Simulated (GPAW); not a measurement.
# Quasiparticle gap of MgS (Niningerite) in GPAW

Wanted: ground state, empty states, screening and self-energy for MgS (Niningerite).

Main program and level: GPAW 26.7.0; LDA and many-body steps on it, plane waves.

**1. The structure**

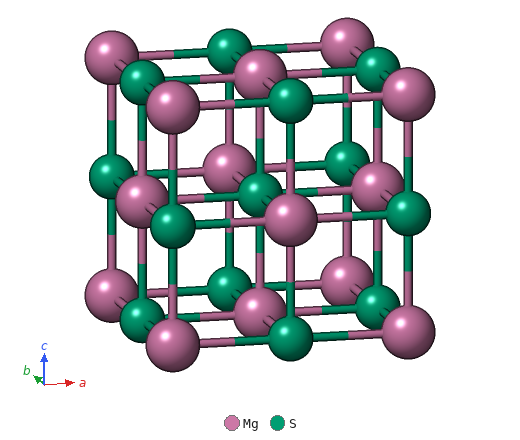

The cell as given, slightly off an axis (magnesium pink, sulfur teal). This picture shows the conventional cell, with its axes. Some periodic images of atoms are drawn too.

The cell and positions come from the Crystallography Open Database and are kept as given unless a step says otherwise.

**2. Ground state**

This step: GPAW 26.7.0; DFT, LDA, plane waves, PAW.

The ground-state density comes first.

Contents of run.py:

```python
import json
import numpy as np
from gpaw.mpi import world
from ase import Atoms
from gpaw import GPAW, PW, FermiDirac

atoms = Atoms(['Mg', 'S'],
    cell=[[0.0000000000, 2.6016500000, 2.6016500000],
      [2.6016500000, 0.0000000000, 2.6016500000],
      [2.6016500000, 2.6016500000, 0.0000000000]],
    scaled_positions=[[0.0000000000, 0.0000000000, 0.0000000000],
      [0.5000000000, 0.5000000000, 0.5000000000]],
    pbc=(True, True, True))
calc = GPAW(mode=PW(450),
    xc='LDA',
    kpts={'size': (8, 8, 8), 'gamma': True},
    occupations=FermiDirac(0.001),
    nbands=-7,
    convergence={'density': 1e-6, 'bands': -3},
    maxiter=100,
    txt='gs.txt')
atoms.calc = calc
res = {'energy': atoms.get_potential_energy()}
kpts = calc.get_ibz_k_points()
res['kpts'] = kpts
res['eigenvalues'] = [calc.get_eigenvalues(kpt=k) for k in range(len(kpts))]
res['n_electrons'] = calc.get_number_of_electrons()
calc.write('gs.gpw')

if world.rank == 0:
    with open('result.json', 'w') as f:
        json.dump(res, f, default=lambda x: x.tolist())
```

The run is started by

```sh
> mpirun -n 4 gpaw python run.py
```

Numbers of over 12 decimals in the logs are rounded to 6 here.

The log of the run:

```text
__  _  _
 | _ |_)|_||  |
 |__||  | ||/\| - 26.7.0

Input parameters:
  mode=PW(ecut=450.000000),
  convergence={'density': 1e-06, 'bands': -3},
  kpts=MonkhorstPack(size=(8, 8, 8), gamma=True),
  maxiter=100,
  nbands=-7,
  occupations=Occupations(name='fermi-dirac', width=0.001, fixmagmom=False),
  xc=XC(name='LDA')
  [... matrices ...]
Diagonalizing LCAO Hamiltonian
Converting LCAO to pw mode

               S

       Mg

Atoms  # Å, Bohr magnetons
|   | symbol |        x |        y |        z |    initial magnetic moments |
| 0 |     Mg | 0.000000 | 0.000000 | 0.000000 | ( 0.0000,  0.0000,  0.0000) |
| 1 |      S | 2.601650 | 2.601650 | 2.601650 | ( 0.0000,  0.0000,  0.0000) |

Unit cell  # Å
| periodic |        x |        y |        z |  lengths |    angles |
|      yes | 0.000000 | 2.601650 | 2.601650 | 3.679289 | 60.000000 |
|      yes | 2.601650 | 0.000000 | 2.601650 | 3.679289 | 60.000000 |
|      yes | 2.601650 | 2.601650 | 0.000000 | 3.679289 | 60.000000 |

Number of symmetries: 48
Symmetry operations  # r_c * U_cc + t_c -> r_c
|    | kind |            matrix            |
|  0 |  σ   |  1, 0, 0,  1, 0,-1,  1,-1, 0 |
|  1 |  C2  |  1, 0, 0,  1,-1, 0,  1, 0,-1 |
|  2 |  E   |  1, 0, 0,  0, 1, 0,  0, 0, 1 |
|  3 |  σ   |  1, 0, 0,  0, 0, 1,  0, 1, 0 |
|  4 |  C4  |  1, 0,-1,  1, 0, 0,  1,-1, 0 |
|  5 |  S6  |  1, 0,-1,  1,-1, 0,  1, 0, 0 |
|  6 |  σ   |  1, 0,-1,  0, 1,-1,  0, 0,-1 |
|  7 |  C3  |  1, 0,-1,  0, 0,-1,  0, 1,-1 |
|  8 |  S6  |  1,-1, 0,  1, 0, 0,  1, 0,-1 |
|  9 |  C4  |  1,-1, 0,  1, 0,-1,  1, 0, 0 |
| 10 |  C3  |  1,-1, 0,  0,-1, 1,  0,-1, 0 |
| 11 |  σ   |  1,-1, 0,  0,-1, 0,  0,-1, 1 |
| 12 |  σ   |  0, 1, 0,  1, 0, 0,  0, 0, 1 |
| 13 |  C4  |  0, 1, 0,  0, 1,-1, -1, 1, 0 |
| 14 |  C3  |  0, 1, 0,  0, 0, 1,  1, 0, 0 |
| 15 |  S6  |  0, 1, 0, -1, 1, 0,  0, 1,-1 |
| 16 |  C2  |  0, 1,-1,  1, 0,-1,  0, 0,-1 |
| 17 |  σ   |  0, 1,-1,  0, 1, 0, -1, 1, 0 |
| 18 |  S4  |  0, 1,-1,  0, 0,-1,  1, 0,-1 |
| 19 |  C4  |  0, 1,-1, -1, 1, 0,  0, 1, 0 |
| 20 |  C3  |  0, 0, 1,  1, 0, 0,  0, 1, 0 |
| 21 |  σ   |  0, 0, 1,  0, 1, 0,  1, 0, 0 |
| 22 |  S6  |  0, 0, 1,  0,-1, 1, -1, 0, 1 |
| 23 |  C4  |  0, 0, 1, -1, 0, 1,  0,-1, 1 |
| 24 |  S4  |  0, 0,-1,  1, 0,-1,  0, 1,-1 |
| 25 |  C3  |  0, 0,-1,  0, 1,-1,  1, 0,-1 |
| 26 |  C2  |  0, 0,-1,  0,-1, 0, -1, 0, 0 |
| 27 |  S6  |  0, 0,-1, -1, 0, 0,  0,-1, 0 |
| 28 |  S4  |  0,-1, 1,  1,-1, 0,  0,-1, 0 |
| 29 |  C4  |  0,-1, 1,  0, 0, 1, -1, 0, 1 |
| 30 |  C2  |  0,-1, 1,  0,-1, 0,  1,-1, 0 |
| 31 |  σ   |  0,-1, 1, -1, 0, 1,  0, 0, 1 |
| 32 |  C3  |  0,-1, 0,  1,-1, 0,  0,-1, 1 |
| 33 |  S6  |  0,-1, 0,  0, 0,-1, -1, 0, 0 |
| 34 |  S4  |  0,-1, 0,  0,-1, 1,  1,-1, 0 |
| 35 |  C2  |  0,-1, 0, -1, 0, 0,  0, 0,-1 |
| 36 |  C2  | -1, 1, 0,  0, 1, 0,  0, 1,-1 |
| 37 |  S6  | -1, 1, 0,  0, 1,-1,  0, 1, 0 |
| 38 |  S4  | -1, 1, 0, -1, 0, 1, -1, 0, 0 |
| 39 |  C3  | -1, 1, 0, -1, 0, 0, -1, 0, 1 |
| 40 |  S6  | -1, 0, 1,  0, 0, 1,  0,-1, 1 |
| 41 |  C2  | -1, 0, 1,  0,-1, 1,  0, 0, 1 |
| 42 |  C3  | -1, 0, 1, -1, 1, 0, -1, 0, 0 |
| 43 |  S4  | -1, 0, 1, -1, 0, 0, -1, 1, 0 |
| 44 |  C2  | -1, 0, 0,  0, 0,-1,  0,-1, 0 |
| 45 |  i   | -1, 0, 0,  0,-1, 0,  0, 0,-1 |
| 46 |  σ   | -1, 0, 0, -1, 1, 0, -1, 0, 1 |
| 47 |  C2  | -1, 0, 0, -1, 0, 1, -1, 1, 0 |

BZ-sampling:
  Number of BZ points: 512
  Number of IBZ points: 29

  Monkhorst-Pack size: [8, 8, 8]
  Monkhorst-Pack shift: [0.0625, 0.0625, 0.0625]

K-points  # in reciprocal-cell coordinates
|     |                                coordinates |     weight |
|   0 | (  0.00000000,   0.00000000,   0.00000000) | 0.00195312 |
|   1 | (  0.12500000,   0.12500000,   0.00000000) | 0.01171875 |
|   2 | (  0.12500000,   0.12500000,   0.12500000) | 0.01562500 |
|   3 | (  0.25000000,   0.12500000,   0.12500000) | 0.02343750 |
|   4 | (  0.25000000,   0.25000000,   0.00000000) | 0.01171875 |
|   5 | (  0.25000000,   0.25000000,   0.12500000) | 0.04687500 |
|   6 | (  0.25000000,   0.25000000,   0.25000000) | 0.01562500 |
|   7 | (  0.37500000,   0.25000000,  -0.37500000) | 0.04687500 |
|   8 | (  0.37500000,   0.25000000,   0.12500000) | 0.04687500 |
|   9 | (  0.37500000,   0.25000000,   0.25000000) | 0.04687500 |
| ... |                                            |            |
|  28 | (  0.50000000,   0.50000000,   0.50000000) | 0.00781250 |

Plane wave coefficients: 778
Cutoff: 450.000000 eV

Spin-components: 1 (collinear spins)
Bands:           15
Projectors:      10
Spin-degeneracy: 2
Datatype:        complex128

  Storage: CPU
  Wave functions: 5_213_040 bytes (1_303_260 per core)
  Projectors: 7_298_256 bytes (1_824_564 per core)
  [... matrices ...]
Parallelization:
  kpt:    4
  domain: 1
  band:   1

Density:
  Valence electrons: 16.0
  Components: 1
  Grid points: [20 20 20]
  Charge: 0.0  # |e|

Potential:
  Grid points: [20 20 20]

species:
  Mg:
    name:    Magnesium
    Z:       12.0
    valence: 10
    core:    2
    charge:  0.0  # [|e|]
    compensation charges:
      type: gauss
      rc: 0.33  # [Å]
      lmax: 2
    cutoffs:
      filter: 1.86  # [Å]
      core: 0.54  # [Å]
    projectors
    | kind |    occ | energy [eV] | rcut [Å] |
    |   2s |  2.000 |     -79.291 |    1.090 |
    |   3s |  2.000 |      -4.782 |    1.090 |
    |   2p |  6.000 |     -46.725 |    1.085 |
    |   3p |  0.000 |      -1.374 |    1.085 |
    |    d |        |       0.000 |    1.037 |

    Using partial waves for Mg as LCAO basis

  S:
    name:    Sulfur
    Z:       16.0
    valence: 6
    core:    10
    charge:  0.0  # [|e|]
    compensation charges:
      type: gauss
      rc: 0.24  # [Å]
      lmax: 2
    cutoffs:
      filter: 1.77  # [Å]
      core: 1.66  # [Å]
    projectors
    | kind |    occ | energy [eV] | rcut [Å] |
    |   3s |  2.000 |     -17.278 |    0.974 |
    |   3p |  4.000 |      -7.106 |    0.979 |
    |    s |        |       9.933 |    0.974 |
    |    p |        |      20.105 |    0.979 |
    |    d |        |       0.000 |    0.900 |

    Using partial waves for S as LCAO basis

Reference energy: -16251.813960  # eV

eigensolver:
  PPCG
  Converge bands: -3
  niter=2

density mixing:
  MSR1-Mixer
  Pratt-step length: 0.05
  Maximum mixing coefficient: 0.75
  Old densities: 10
  SVD Regularization: 0.005
  Good broyden scale: 1.0
  Trust region scale: 1.0
  Backstep threshold: 4.0
  History deletion threshold: 6.0
  Fourier metric: weight=20.0, sigma=0.015

occupation numbers:
  Fermi-Dirac:
    width: 0.0010  # eV

poisson solver:
  ecut: 3600.000000  # eV

xc functional:
  name: None

Initialization done in: 1.229 s

convergence criteria:
- Maximum integral of absolute [dens]ity change: 1e-06 electrons / valence electron
- Maximum [total energy] change in last 3 cyles: 0.0005 eV / valence electron
- Maximum integral of absolute [eigenst]ate change: 4e-08 eV^2 / valence electron
maximum number of iterations: 100

SCF iterations
|iter     |     time |      energy | eigst |  dens |
|iter:   1|  |   -9.931911 | +1.08 |       |
|iter:   2|  |   -9.862626 | -0.03 | -1.15 |
|iter:   3|  |   -9.578900 | -1.09 | -1.19 |
|iter:   4|  |   -9.578287 | -2.64 | -1.80 |
|iter:   5|  |   -9.578393c| -3.42 | -2.22 |
|iter:   6|  |   -9.578398c| -4.10 | -3.48 |
|iter:   7|  |   -9.578399c| -4.67 | -3.96 |
|iter:   8|  |   -9.578399c| -5.26 | -4.84 |
|iter:   9|  |   -9.578399c| -6.04 | -5.76 |
|iter:  10|  |   -9.578399c| -6.91 | -6.18c|
|iter:  11|  |   -9.578399c| -7.65c| -7.43c|

Converged in 11 steps
SCF loop duration: 1.678 s (0.153 s/step)
Energy contributions relative to reference atoms: (reference = -16251.813960)
  [... matrices ...]
Energy contributions:
  Kinetic:           6.080357
  Coulomb:          -4.923105
  Zero:             -0.055080
  External:          0.000000
  Xc:              -10.680571
  Entropy:          -0.000000
  Spinorbit:         0.000000
  ----------------------------
  Free energy:      -9.578399
  Extrapolated:     -9.578399

dipole moment: (-7.525316, -7.525316, -7.525316)  # |e|*Ang

Fermi level: 5.621
Eigenvalues  # (at kpt = [0.000, 0.000, 0.000])
| band index |      eig [eV] | occ [0-2] |
|          0 |       -69.690 |     2.000 |
|          1 |       -37.131 |     2.000 |
|          2 |       -37.131 |     2.000 |
|          3 |       -37.131 |     2.000 |
|          4 |        -8.216 |     2.000 |
|          5 |         4.432 |     2.000 |
|          6 |         4.432 |     2.000 |
|          7 |         4.432 |     2.000 |
|          8 |         7.919 |     0.000 |
|          9 |        12.236 |     0.000 |
|         10 |        12.236 |     0.000 |
|         11 |        12.236 |     0.000 |
|         12 |        14.610 |     0.000 |
|         13 |        14.610 |     0.000 |
|         14 |        16.798 |     0.000 |

Gap: 2.566 eV
Transition (v -> c):
  (s=0, k=0, n=7, [0.00, 0.00, 0.00]) -> (s=0, k=24, n=8, [0.50, 0.50, 0.00])
Direct/indirect transitions are different
Direct gap: 3.487 eV
Transition at: (s=0, k=0, n=7, [0.00, 0.00, 0.00])
# Writing to gs.gpw (mode='')
  [... matrices ...]
```

It took 4.8 s on 4 MPI ranks of Arm Neoverse V1, shared host; peak memory 0.59 GiB.

This step gave:

| Quantity | Value |
| --- | --- |
| total energy | -9.578 eV |
| gap | 2.566 eV |
| k of the valence top | 0, 0, 0 |
| k of the conduction bottom | 0.5, 0.5, 0 |
| least direct gap | 3.487 eV |

The gap is indirect, with the least direct gap 0.92 eV higher.

**3. Bands along the symmetry lines**

Levels along a band path, at the cheap level, show where the edges lie and whether the meshes to come will hold them.

Contents of run.py:

```python
import json
import numpy as np
from gpaw.mpi import world
from gpaw import GPAW

path = [[0.000000, 0.000000, 0.000000],
    [0.062500, 0.000000, 0.062500],
    [0.125000, 0.000000, 0.125000],
    [0.187500, 0.000000, 0.187500],
    [0.250000, 0.000000, 0.250000],
    [0.312500, 0.000000, 0.312500],
    [0.375000, 0.000000, 0.375000],
    [0.437500, 0.000000, 0.437500],
    [0.500000, 0.000000, 0.500000],
    [0.515625, 0.031250, 0.515625],
    [0.531250, 0.062500, 0.531250],
    [0.546875, 0.093750, 0.546875],
    [0.562500, 0.125000, 0.562500],
    [0.578125, 0.156250, 0.578125],
    [0.593750, 0.187500, 0.593750],
    [0.609375, 0.218750, 0.609375],
    [0.625000, 0.250000, 0.625000],
    [0.375000, 0.375000, 0.750000],
    [0.328125, 0.328125, 0.656250],
    [0.281250, 0.281250, 0.562500],
    [0.234375, 0.234375, 0.468750],
    [0.187500, 0.187500, 0.375000],
    [0.140625, 0.140625, 0.281250],
    [0.093750, 0.093750, 0.187500],
    [0.046875, 0.046875, 0.093750],
    [0.000000, 0.000000, 0.000000],
    [0.062500, 0.062500, 0.062500],
    [0.125000, 0.125000, 0.125000],
    [0.187500, 0.187500, 0.187500],
    [0.250000, 0.250000, 0.250000],
    [0.312500, 0.312500, 0.312500],
    [0.375000, 0.375000, 0.375000],
    [0.437500, 0.437500, 0.437500],
    [0.500000, 0.500000, 0.500000],
    [0.500000, 0.468750, 0.531250],
    [0.500000, 0.437500, 0.562500],
    [0.500000, 0.406250, 0.593750],
    [0.500000, 0.375000, 0.625000],
    [0.500000, 0.343750, 0.656250],
    [0.500000, 0.312500, 0.687500],
    [0.500000, 0.281250, 0.718750],
    [0.500000, 0.250000, 0.750000],
    [0.500000, 0.218750, 0.718750],
    [0.500000, 0.187500, 0.687500],
    [0.500000, 0.156250, 0.656250],
    [0.500000, 0.125000, 0.625000],
    [0.500000, 0.093750, 0.593750],
    [0.500000, 0.062500, 0.562500],
    [0.500000, 0.031250, 0.531250],
    [0.500000, 0.000000, 0.500000]]
calc = GPAW('gs.gpw').fixed_density(kpts=path,
    symmetry='off',
    nbands=18,
    convergence={'bands': 14},
    txt='bands.txt')
res = {}
kpts = calc.get_ibz_k_points()
res['kpts'] = kpts
res['eigenvalues'] = [calc.get_eigenvalues(kpt=k) for k in range(len(kpts))]
res['n_electrons'] = calc.get_number_of_electrons()

if world.rank == 0:
    with open('result.json', 'w') as f:
        json.dump(res, f, default=lambda x: x.tolist())
```

The run is started by

```sh
> mpirun -n 4 gpaw python run.py
```

The log of the run:

```text
Diagonalizing LCAO Hamiltonian
Converting LCAO to pw mode
convergence criteria:
- Maximum integral of absolute [eigenst]ate change: 4e-08 eV^2 / valence electron
maximum number of iterations: 100

SCF iterations
|iter     |     time |      energy | eigst |  dens |
|iter:   1|  |             | +1.91 |       |
|iter:   2|  |             | +0.78 |       |
|iter:   3|  |             | -0.14 |       |
[...]
|iter:   7|  |             | -5.39 |       |
|iter:   8|  |             | -6.87 |       |
|iter:   9|  |             | -7.71c|       |
SCF steps: 9
  __  _  _
 | _ |_)|_||  |
 |__||  | ||/\| - 26.7.0

Input parameters:
  mode=PW(ecut=450.000000),
  convergence={'bands': 14},
  gpts=array([20, 20, 20]),
  kpts=KPoints(kpts=array([[0.      , 0.      , 0.      ],
         [0.0625  , 0.      , 0.0625  ],
         [0.125   , 0.      , 0.125   ],
         [0.1875  , 0.      , 0.1875  ],
[...]
[0.515625, 0.03125 , 0.515625],
[...]
[0.546875, 0.09375 , 0.546875],
[...]
[0.578125, 0.15625 , 0.578125],
[...]
[0.609375, 0.21875 , 0.609375],
[...]
[0.328125, 0.328125, 0.65625 ],
[...]
[0.234375, 0.234375, 0.46875 ],
[...]
[0.140625, 0.140625, 0.28125 ],
[...]
[0.046875, 0.046875, 0.09375 ],
[...]
[0.5     , 0.0625  , 0.5625  ],
         [0.5     , 0.03125 , 0.53125 ],
         [0.5     , 0.      , 0.5     ]])),
  maxiter=100,
  nbands=18,
  occupations=Occupations(name='fermi-dirac', width=0.001, fixmagmom=False),
  parallel={},
  symmetry=Symmetry(point_group=False, time_reversal=False),
  xc=XC(name='LDA')
```

Run time: 5.2 s. Hardware: 4 MPI ranks; peak memory 0.62 GiB.

Numbers from this step:

| Item | Value |
| --- | --- |
| gap | 2.566 eV |
| k of the valence top | 0, 0, 0 |
| k of the conduction bottom | 0.5, 0, 0.5 |
| least direct gap | 3.487 eV |

The gap is 2.566 eV, as in the run before at this level.

Electronic bands along the path, in eV, zero at the top of the highest filled band; v1 is the highest filled band, c1 the lowest empty one:

```tsv
point	v4	v3	v2	v1	c1	c2	c3	c4
Γ	-12.65	0.00	0.00	0.00	3.49	7.80	7.80	7.80
X	-10.95	-4.24	-1.70	-1.70	2.57	4.25	11.80	12.59
U	-10.94	-3.74	-3.24	-1.38	3.72	6.56	9.50	9.92
jump to K	-10.94	-3.74	-3.24	-1.38	3.72	6.56	9.50	9.92
Γ	-12.65	0.00	0.00	0.00	3.49	7.80	7.80	7.80
L	-11.31	-4.90	-0.59	-0.59	4.37	6.72	6.72	9.89
W	-10.90	-3.27	-3.27	-2.41	5.08	7.81	7.81	7.86
X	-10.95	-4.24	-1.70	-1.70	2.57	4.25	11.80	12.59
```

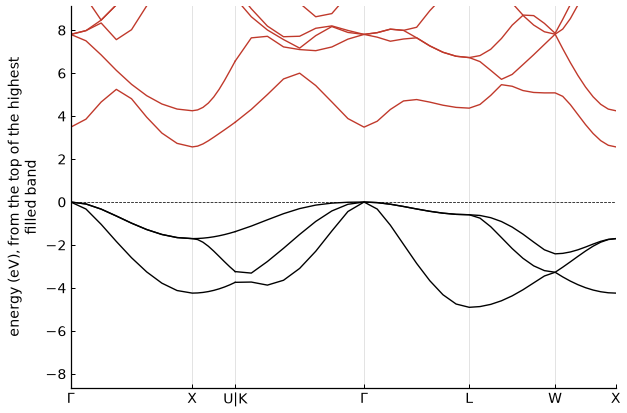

Electronic bands along the path; lines of filled and empty bands in two colours.

**4. Empty states on the mesh, 6×6×6 mesh, 89 bands**

The sums over transitions need many empty states on a uniform mesh; this step solves for them.

Contents of run.py:

```python
import json
import numpy as np
from gpaw.mpi import world
from gpaw import GPAW

calc = GPAW('gs.gpw').fixed_density(kpts={'size': (6, 6, 6), 'gamma': True},
    parallel={'domain': 1, 'band': 1},
    txt='nscf.txt')
calc.diagonalize_full_hamiltonian(nbands=89)
calc.write('full.gpw', mode='all')
res = {}
kpts = calc.get_ibz_k_points()
res['kpts'] = kpts
res['eigenvalues'] = [calc.get_eigenvalues(kpt=k) for k in range(len(kpts))]
res['n_electrons'] = calc.get_number_of_electrons()

if world.rank == 0:
    with open('result.json', 'w') as f:
        json.dump(res, f, default=lambda x: x.tolist())
```

The run is started by

```sh
> mpirun -n 4 gpaw python run.py
```

The log of the run:

```text
Diagonalizing LCAO Hamiltonian
Converting LCAO to pw mode
convergence criteria:
- Maximum integral of absolute [eigenst]ate change: 4e-08 eV^2 / valence electron
maximum number of iterations: 100

SCF iterations
|iter     |     time |      energy | eigst |  dens |
|iter:   1|  |             | +1.10 |       |
|iter:   2|  |             | -0.23 |       |
|iter:   3|  |             | -0.95 |       |
[...]
|iter:   8|  |             | -6.14 |       |
|iter:   9|  |             | -6.65 |       |
|iter:  10|  |             | -7.59c|       |
SCF steps: 10
  __  _  _
 | _ |_)|_||  |
 |__||  | ||/\| - 26.7.0

Input parameters:
  mode=PW(ecut=450.000000),
  convergence={'density': 1e-06, 'bands': -3},
  gpts=array([20, 20, 20]),
  kpts=MonkhorstPack(size=(6, 6, 6), gamma=True),
  maxiter=100,
  nbands=15,
  occupations=Occupations(name='fermi-dirac', width=0.001, fixmagmom=False),
  parallel={'domain': 1, 'band': 1},
  xc=XC(name='LDA')
Matrix size: 773x773
# Writing to full.gpw (mode='all')
  [... matrices ...]

timing:  # [seconds]
  Total: 2.233  # ━━━━━━━━━━━━━━━━━━━━━━━━━━━━━━━━━━━━━━━━━━━━━━━━━━━━━━━━━━━
```

It took 6.1 s on 4 MPI ranks; peak memory 0.74 GiB.

This step gave:

```
gap                                                           : 2.566 eV
k of the valence top                                          : 0, 0, 0
k of the conduction bottom                                    : 0.5, 0.5, 0
least direct gap                                              : 3.487 eV
k points computed                                             : 16
lowest point of the top converged band, above the valence top : 87.5945 eV
```

On this mesh the gap is 2.566 eV.

(Continued in part 2 of 2.)

[Paths, hosts, dates, memory and timing lines, banners, echoed tables and standing remarks are left out of the program output.]

[Logs are printed without paths, hosts, clocks, repeated set-up lines and the standing remarks that a program may print on its own settings, such as how far it seeks lower states.]

[Runs of the session that timed out or met a known fault of the program may be left out.]

[Hosts, paths, dates, database ids (printed as entryN), source tags and the programs' standing remarks are cut or masked in the printed files.]
